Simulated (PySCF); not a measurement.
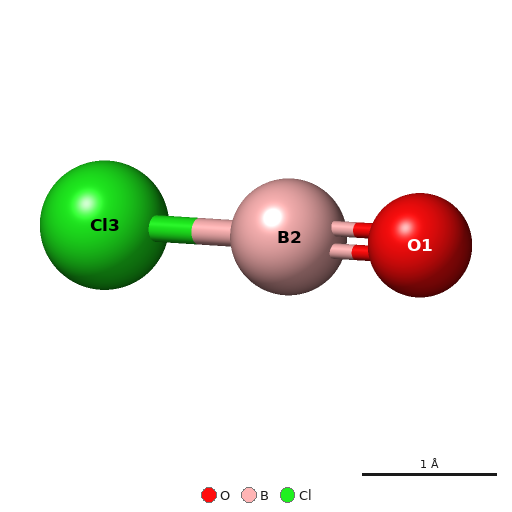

Atoms carry their numbers in the input. The geometry was computed by an optimisation with PBE0-D3(BJ)/def2-SVP. No frequency run is at hand to confirm it as a minimum.

What is the geometry at B2?

B2 has 2 neighbours (O1 at 1.20, Cl3 at 1.69 Å); the arrangement is linear.
